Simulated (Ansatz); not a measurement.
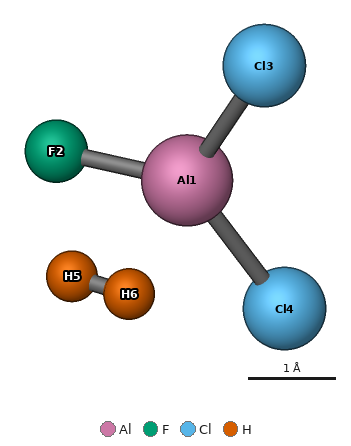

**Figure 1.** The structure as given in the input (ball-and-stick view, seen at a tilt; atoms are numbered from 1 in the order of the input). Sticks mark near contacts. Bond lengths as drawn: Al–Cl 2.08 Å, Al–F 1.66 Å and H–H 0.76 Å.

# Nudged elastic band, with input and output: AlH2Cl2F

- system: AlH2Cl2F
- method: UKS r2SCANh/def2-SVP (Ansatz 0.2.0)

One setting was made poor on purpose. It belongs to a series of runs on one base structure; here: band between the two ends. Figures and captions count atoms from 1; the log counts them from 0 in places.

### The input
```yaml
crystal:
  periodic: [false, false, false]
  atoms:
    - { symbol: Al, position_ang: [-0.211643, -0.549151, 0.224711] }
    - { symbol: F, position_ang: [-1.765827, 0.021318, 0.175201] }
    - { symbol: Cl, position_ang: [0.489765, -1.709834, -1.352776] }
    - { symbol: Cl, position_ang: [0.839124, -0.465362, 2.018167] }
    - { symbol: H, position_ang: [-0.04635, 1.445921, -0.528918] }
    - { symbol: H, position_ang: [0.694931, 1.257108, -0.536286] }
magnetization:
  spin_polarized: true
basis:
  gaussian: { orbitals: def2-SVP }
hamiltonian:
  xc: r2scanh
neb:
  order_check: false
  images: 1
  f_tol: 0.03
  max_iterations: 60
  climbing: true
  final_atoms:
    - { symbol: Al, position_ang: [0.53169199, -0.28632559, 0.05051249] }
    - { symbol: F, position_ang: [-1.34882932, 0.48131145, -0.03774204] }
    - { symbol: Cl, position_ang: [0.31868667, -1.92874695, -1.25079873] }
    - { symbol: Cl, position_ang: [0.66739206, -0.68632555, 2.11398726] }
    - { symbol: H, position_ang: [-1.29257259, 1.35519473, -0.36617952] }
    - { symbol: H, position_ang: [1.12363121, 1.06489192, -0.50968047] }
  initial_path:
    images:
      - { positions_ang: [[-0.211643, -0.549151, 0.224711], [-1.765827, 0.021318, 0.175201], [0.489765, -1.709834, -1.352776], [0.839124, -0.465362, 2.018167], [-0.04635, 1.445921, -0.528918], [0.694931, 1.257108, -0.536286]] }
      - { positions_ang: [[0.27303655, -0.56761516, 0.18049981], [-1.50461887, 0.54542378, -0.05017319], [0.42050231, -1.82397058, -1.37943832], [0.78921892, -0.52599117, 2.12106254], [-0.45998438, 1.07711703, -0.3477873], [0.48184547, 1.29503611, -0.52406455]] }
      - { positions_ang: [[0.53169199, -0.28632559, 0.05051249], [-1.34882932, 0.48131145, -0.03774204], [0.31868667, -1.92874695, -1.25079873], [0.66739206, -0.68632555, 2.11398726], [-1.29257259, 1.35519473, -0.36617952], [1.12363121, 1.06489192, -0.50968047]] }
```

Command:
```bash
ansatz run input.yaml --threads 2 --pin off --max-ram 3072MiB --backend cpu --events-out ev --progress --plain --runs-dir out
```

### Log
```
Engine: ansatz 0.2.0, x86_64-unknown-linux-gnu
Functional definition: r2SCANh
  parameter a = 0.1
  parameter k0 = 0.174
  parameter k1 = 0.065
  parameter a1 = 4.9479
  exchange = (1 - a)*r2scan_x(k0 = k0, k1 = k1, a1 = a1) + a*exact_x
  correlation = r2scan_c
755 factors; integrals over basis functions are off by at most 3.3e-4 eV
mean field evaluation 1: about -34379.0868 eV, gradient 2.5e1 eV
mean field evaluation 2: about -34374.9945 eV, gradient 4.4e1 eV
mean field evaluation 4: about -34381.2205 eV, gradient 9.9e-1 eV
mean field evaluation 8: about -34381.2276 eV, gradient 3.0e-3 eV
mean field -34381.22764476 eV, -1263.4868115118 hartree, gradient 1.4e-5 eV, S^2 0.000000; 0 other end points of the search recorded, 0 dependent functions left out
the calculation of the forces begins
reference -34381.22765558 eV, -1263.4868119094 hartree; 29, 29 occupied and 49, 49 virtual orbitals, 755 factors
757 factors; integrals over basis functions are off by at most 1.3e-3 eV
mean field evaluation 16: about -34378.7661 eV, gradient 2.0e1 eV
mean field -34380.11323981 eV, -1263.4458578853 hartree, gradient 2.1e-5 eV, S^2 0.000000; 0 other end points of the search recorded, 0 dependent functions left out
the calculation of the forces begins
reference -34380.11325025 eV, -1263.4458582690 hartree; 29, 29 occupied and 49, 49 virtual orbitals, 757 factors
NEB end point (image 0): max|allowed force component| = 6.438e-3 eV/Å (the criterion of neb.relax_end_points is 1.000e-2)
NEB end point (image 2): max|allowed force component| = 2.214e-3 eV/Å (the criterion of neb.relax_end_points is 1.000e-2)
757 factors; integrals over basis functions are off by at most 8.3e-4 eV
mean field evaluation 32: about -34379.2775 eV, gradient 3.9e0 eV
mean field -34379.34749763 eV, -1263.4177173794 hartree, gradient 4.3e-5 eV, S^2 0.000000; 0 other end points of the search recorded, 0 dependent functions left out
the calculation of the forces begins
reference -34379.34750834 eV, -1263.4177177728 hartree; 29, 29 occupied and 49, 49 virtual orbitals, 757 factors
NEB iter   1: max|band force component| = 3.539e0 eV/Å  barrier→ = 1.8801 eV  barrier← = 0.7657 eV  Δτ_max = 0.1930 Å  (79 SCF iters)
these checks for a lower state are left out or cut short: starts, cluster_reference, orbital_swaps, neighbouring_geometries, increment
757 factors; integrals over basis functions are off by at most 1.2e-3 eV
mean field -34379.92854905 eV, -1263.4390706252 hartree, gradient 1.5e-5 eV, S^2 0.000000; 0 other end points of the search recorded, 0 dependent functions left out
the calculation of the forces begins
reference -34379.92855962 eV, -1263.4390710135 hartree; 29, 29 occupied and 49, 49 virtual orbitals, 757 factors
NEB iter   2: max|band force component| = 1.524e0 eV/Å  barrier→ = 1.2991 eV  barrier← = 0.1847 eV  Δτ_max = 0.0963 Å  (30 SCF iters)
these checks for a lower state are left out or cut short: starts, cluster_reference, orbital_swaps, neighbouring_geometries, increment
758 factors; integrals over basis functions are off by at most 1.0e-3 eV
mean field -34380.02829743 eV, -1263.4427363105 hartree, gradient 1.4e-5 eV, S^2 0.000000; 0 other end points of the search recorded, 0 dependent functions left out
the calculation of the forces begins
reference -34380.02830817 eV, -1263.4427367052 hartree; 29, 29 occupied and 49, 49 virtual orbitals, 758 factors
NEB iter   3: max|band force component| = 6.306e-1 eV/Å  barrier→ = 1.1993 eV  barrier← = 0.0849 eV  Δτ_max = 0.0346 Å  (28 SCF iters)
these checks for a lower state are left out or cut short: starts, cluster_reference, orbital_swaps, neighbouring_geometries, increment
758 factors; integrals over basis functions are off by at most 9.9e-4 eV
mean field evaluation 64: about -34380.0562 eV, gradient 2.5e-5 eV
mean field -34380.05620998 eV, -1263.4437620777 hartree, gradient 2.5e-5 eV, S^2 0.000000; 0 other end points of the search recorded, 0 dependent functions left out
the calculation of the forces begins
reference -34380.05622064 eV, -1263.4437624694 hartree; 29, 29 occupied and 49, 49 virtual orbitals, 758 factors
NEB iter   4: max|band force component| = 7.103e-1 eV/Å  barrier→ = 1.1714 eV  barrier← = 0.0570 eV  CI = image 1  Δτ_max = 0.0839 Å  (30 SCF iters)
these checks for a lower state are left out or cut short: starts, cluster_reference, orbital_swaps, neighbouring_geometries, increment
758 factors; integrals over basis functions are off by at most 1.0e-3 eV
mean field -34379.98345507 eV, -1263.4410883840 hartree, gradient 5.1e-6 eV, S^2 0.000000; 0 other end points of the search recorded, 0 dependent functions left out
the calculation of the forces begins
reference -34379.98346562 eV, -1263.4410887718 hartree; 29, 29 occupied and 49, 49 virtual orbitals, 758 factors
NEB iter   5: max|band force component| = 1.014e0 eV/Å  barrier→ = 1.2442 eV  barrier← = 0.1298 eV  CI = image 1  Δτ_max = 0.0630 Å  (29 SCF iters)
these checks for a lower state are left out or cut short: starts, cluster_reference, orbital_swaps, neighbouring_geometries, increment
758 factors; integrals over basis functions are off by at most 1.7e-3 eV
mean field -34379.99669323 eV, -1263.4415748774 hartree, gradient 6.2e-6 eV, S^2 0.000000; 0 other end points of the search recorded, 0 dependent functions left out
the calculation of the forces begins
reference -34379.99670371 eV, -1263.4415752625 hartree; 29, 29 occupied and 49, 49 virtual orbitals, 758 factors
NEB iter   6: max|band force component| = 4.247e-1 eV/Å  barrier→ = 1.2310 eV  barrier← = 0.1165 eV  CI = image 1  Δτ_max = 0.0221 Å  (29 SCF iters)
these checks for a lower state are left out or cut short: starts, cluster_reference, orbital_swaps, neighbouring_geometries, increment
758 factors; integrals over basis functions are off by at most 1.9e-3 eV
mean field -34380.00465836 eV, -1263.4418675906 hartree, gradient 2.3e-5 eV, S^2 0.000000; 0 other end points of the search recorded, 0 dependent functions left out
the calculation of the forces begins
reference -34380.00466882 eV, -1263.4418679751 hartree; 29, 29 occupied and 49, 49 virtual orbitals, 758 factors
NEB iter   7: max|band force component| = 1.147e-1 eV/Å  barrier→ = 1.2230 eV  barrier← = 0.1086 eV  CI = image 1  Δτ_max = 0.0217 Å  (29 SCF iters)
these checks for a lower state are left out or cut short: starts, cluster_reference, orbital_swaps, neighbouring_geometries, increment
758 factors; integrals over basis functions are off by at most 1.6e-3 eV
mean field -34380.00299124 eV, -1263.4418063252 hartree, gradient 2.4e-5 eV, S^2 0.000000; 0 other end points of the search recorded, 0 dependent functions left out
the calculation of the forces begins
reference -34380.00300173 eV, -1263.4418067107 hartree; 29, 29 occupied and 49, 49 virtual orbitals, 758 factors
NEB iter   8: max|band force component| = 5.362e-2 eV/Å  barrier→ = 1.2247 eV  barrier← = 0.1102 eV  CI = image 1  Δτ_max = 0.0076 Å  (28 SCF iters)
these checks for a lower state are left out or cut short: starts, cluster_reference, orbital_swaps, neighbouring_geometries, increment
758 factors; integrals over basis functions are off by at most 1.5e-3 eV
mean field evaluation 96: about -34380.0029 eV, gradient 7.9e-4 eV
mean field -34380.00291043 eV, -1263.4418033553 hartree, gradient 2.1e-5 eV, S^2 0.000000; 0 other end points of the search recorded, 0 dependent functions left out
the calculation of the forces begins
reference -34380.00292092 eV, -1263.4418037410 hartree; 29, 29 occupied and 49, 49 virtual orbitals, 758 factors
NEB iter   9: max|band force component| = 3.028e-2 eV/Å  barrier→ = 1.2247 eV  barrier← = 0.1103 eV  CI = image 1  Δτ_max = 0.0034 Å  (24 SCF iters)
these checks for a lower state are left out or cut short: starts, cluster_reference, orbital_swaps, neighbouring_geometries, increment
758 factors; integrals over basis functions are off by at most 1.4e-3 eV
mean field -34380.00287359 eV, -1263.4418020015 hartree, gradient 1.9e-5 eV, S^2 0.000000; 0 other end points of the search recorded, 0 dependent functions left out
the calculation of the forces begins
reference -34380.00288409 eV, -1263.4418023874 hartree; 29, 29 occupied and 49, 49 virtual orbitals, 758 factors
758 factors; integrals over basis functions are off by at most 1.4e-3 eV
mean field -34380.00287359 eV, -1263.4418020015 hartree, gradient 1.9e-5 eV, S^2 0.000000; 1 other end points of the search recorded, 0 dependent functions left out
the calculation of the forces begins
reference -34380.00288409 eV, -1263.4418023874 hartree; 29, 29 occupied and 49, 49 virtual orbitals, 758 factors
NEB iter  10: max|band force component| = 2.192e-2 eV/Å  barrier→ = 1.2248 eV  barrier← = 0.1104 eV  CI = image 1  Δτ_max = 0.0000 Å  (50 SCF iters)
```

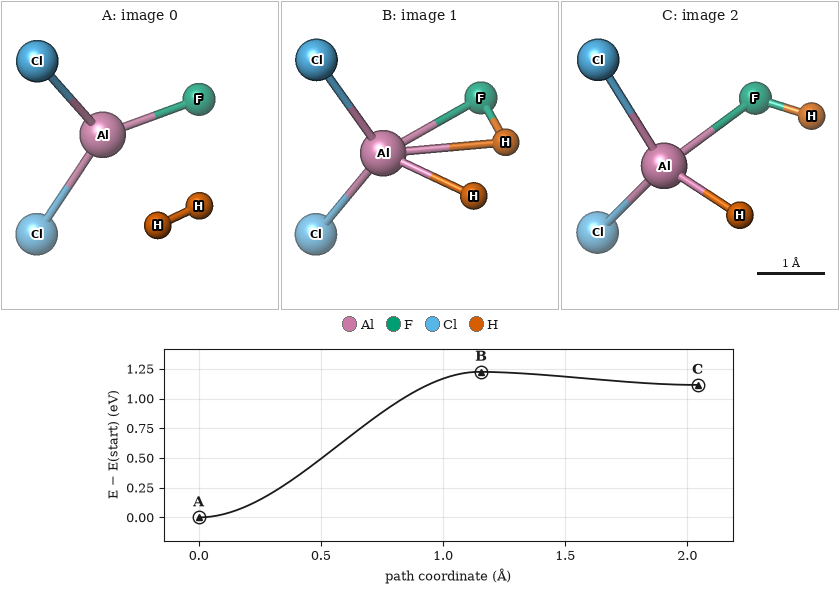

**Figure 2.** Images of the last band (counted from 0; ball-and-stick, seen at a tilt) above the energy along the path; the line is a cubic interpolation that uses the forces. The highest image is number 1, 1.225 eV above the start and 0.110 eV above the end (the climbing image); the end lies 1.114 eV above the start. The path is 2.04 Å long. The band converged in 10 iterations.

```
Total energy: -34380.00288409 eV, -1263.4418023874 hartree
Atom 0 at     0.303562    -0.339763     0.094311 Å, force    -0.001623     0.019683    -0.008768 eV/Å
Atom 1 at    -1.412286     0.507538    -0.040322 Å, force     0.014892     0.010444    -0.005129 eV/Å
Atom 2 at     0.425355    -1.894201    -1.293229 Å, force     0.002540    -0.019286    -0.008790 eV/Å
Atom 3 at     0.779289    -0.639039     2.104395 Å, force     0.005269    -0.008027     0.018094 eV/Å
Atom 4 at    -0.682462     1.181702    -0.365977 Å, force    -0.025191     0.000065     0.002696 eV/Å
Atom 5 at     0.586542     1.183763    -0.499080 Å, force     0.004114    -0.002879     0.001898 eV/Å
Dipole moment:    -0.123844     0.405445    -0.136602 e Å
this run last wrote the band of iteration 10 to [file]
```

### The last band as extended XYZ (Å, eV, eV/Å)
```
6
Properties=species:S:1:pos:R:3:forces:R:3 image=0 energy=-34381.22764
Al   -0.2116   -0.5492    0.2247    0.0029  -0.0011   0.0001
F    -1.7658    0.0213    0.1752   -0.0042   0.0029  -0.0006
Cl    0.4898   -1.7098   -1.3528    0.0011  -0.0016  -0.0019
Cl    0.8391   -0.4654    2.0182    0.0016  -0.0001   0.0023
H    -0.0464    1.4459   -0.5289    0.0050  -0.0007  -0.0003
H     0.6949    1.2571   -0.5363   -0.0064   0.0006   0.0005
6
Properties=species:S:1:pos:R:3:forces:R:3 image=1 energy=-34380.00287
Al    0.3036   -0.3398    0.0943   -0.0016   0.0197  -0.0088
F    -1.4123    0.5075   -0.0403    0.0149   0.0104  -0.0051
Cl    0.4254   -1.8942   -1.2932    0.0025  -0.0193  -0.0088
Cl    0.7793   -0.6390    2.1044    0.0053  -0.0080   0.0181
H    -0.6825    1.1817   -0.3660   -0.0252   0.0001   0.0027
H     0.5865    1.1838   -0.4991    0.0041  -0.0029   0.0019
6
Properties=species:S:1:pos:R:3:forces:R:3 image=2 energy=-34380.11324
Al    0.5317   -0.2863    0.0505    0.0017  -0.0001   0.0002
F    -1.3488    0.4813   -0.0377    0.0018  -0.0002  -0.0004
Cl    0.3187   -1.9287   -1.2508   -0.0001  -0.0006   0.0000
Cl    0.6674   -0.6863    2.1140    0.0001  -0.0006   0.0005
H    -1.2926    1.3552   -0.3662   -0.0013   0.0020  -0.0006
H     1.1236    1.0649   -0.5097   -0.0022  -0.0005   0.0003
```

### Results in brief

```csv
quantity,value
outcome,converged
"barrier, forward",1.225 eV
"barrier, backward",0.110 eV
hardware,"2 threads of Intel Xeon (Sapphire Rapids), 16 GiB of memory available, shared host"
wall time,39 s (CPU time 76 s)
peak memory,0.3 GiB
```

A deliberately poor setting: few images. The order of the saddle point was not checked.
